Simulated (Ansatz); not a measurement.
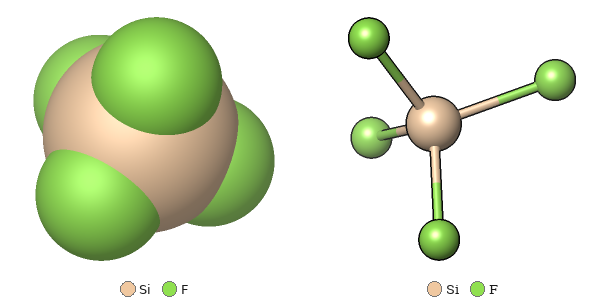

The same structure drawn twice, from different directions.

Identify the structure.

Formula SiF4. The point group is Td. Coordination: 1 Si tetrahedral.

More results for the same structure follow; atom numbers are the same in all pictures, views and colours differ. The geometry was computed by an optimisation with PBE0-D4/def2-TZVP.

Geometry

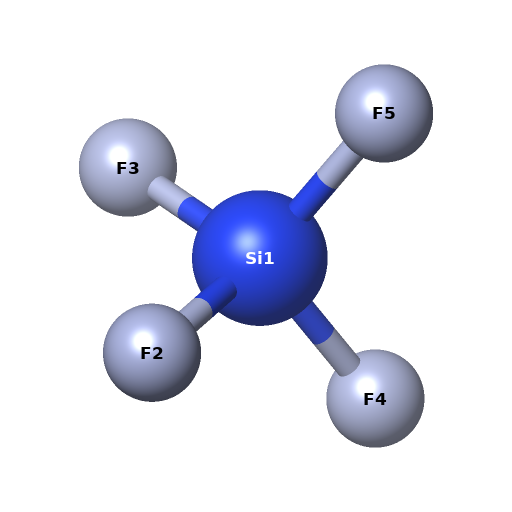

The atoms are numbered.

Give these bond angles: F2–Si1–F3.

```
    angle  degrees
F2–Si1–F3    109.5
```

Vibrations

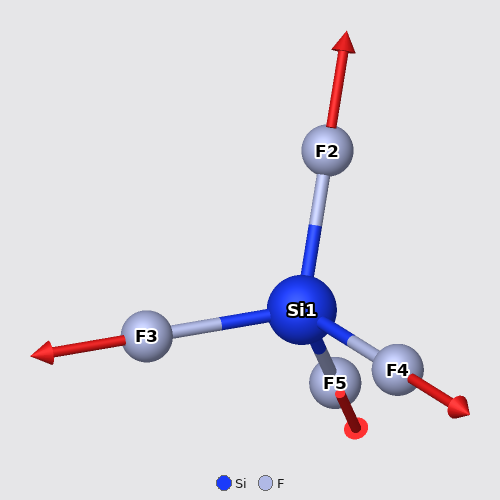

The arrows show one normal mode. Harmonic vibrations computed with RKS PBE0-D4/def2-TZVP (Ansatz 0.2.0) at a stationary point of the same level.

Question: What kind of motion is it?

Answer: Mostly in-phase stretching of 4 F–Si bonds.

Question: At what wavenumber does it lie?

Answer: 796 cm⁻¹; it is mode 6 of 9 counted from the lowest.

Electronic properties

Method: RKS PBE0-D4/def2-TZVPP (Ansatz 0.2.0).

Question: Estimate the HOMO energy (Kohn–Sham orbital).

Answer: −12.77 eV.

Question: Give the LUMO energy (Kohn–Sham orbital) at this level.

Answer: 0.53 eV.

Charges

The questions are on Mulliken charges. Properties computed with RKS PBE0-D4/def2-TZVP (Ansatz 0.2.0).

Give the Mulliken charges atom by atom.

| atom | value (e) |
| --- | --- |
| Si1 | 1.04 |
| F2 | −0.26 |
| F3 | −0.26 |
| F4 | −0.26 |
| F5 | −0.26 |

Mulliken values depend strongly on the basis set and can even reverse the polarity of a bond.
